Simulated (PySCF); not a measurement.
Fluorenone, SMILES O=C1c2ccccc2-c2ccccc21, GFN2-xTB optimised geometry. Atoms within 1.6 Å of the plane z = 0.6 Å (x, y, z in Å): O1 (-2.46, 2.22, 0.00), C2 (-1.55, 1.42, 0.00), C3 (-0.09, 1.71, 0.00), C4 (0.56, 2.92, 0.00), C5 (1.95, 2.92, 0.00), C6 (2.66, 1.73, 0.00), C7 (2.00, 0.51, 0.00), C8 (0.62, 0.50, 0.00), C9 (-0.34, -0.60, 0.00), C10 (-0.16, -1.97, 0.00), C11 (-1.28, -2.79, 0.00), C12 (-2.56, -2.25, 0.00), C13 (-2.75, -0.87, 0.00), C14 (-1.64, -0.06, 0.00), H15 (0.00, 3.85, 0.00), H16 (2.49, 3.86, 0.00), H17 (3.74, 1.76, 0.00), H18 (2.57, -0.42, 0.00), H19 (0.83, -2.41, 0.00), H20 (-1.16, -3.86, 0.00), H21 (-3.42, -2.91, 0.00), H22 (-3.74, -0.44, 0.00).

Method: PySCF 2.14.0 with PBE0/def2-SVP.

Map of the log10 of the electron density (e/bohr³), floored at −4 on the plane z = 0.6 Å:

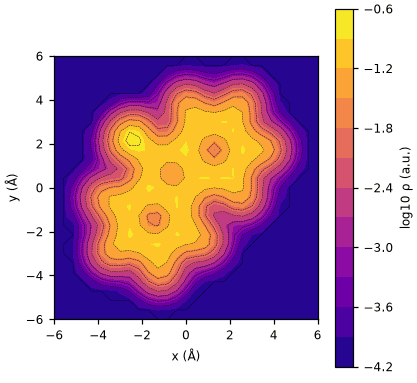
Figure. Log10 of the electron density (e/bohr³), floored at −4 on the plane z = 0.6 Å.
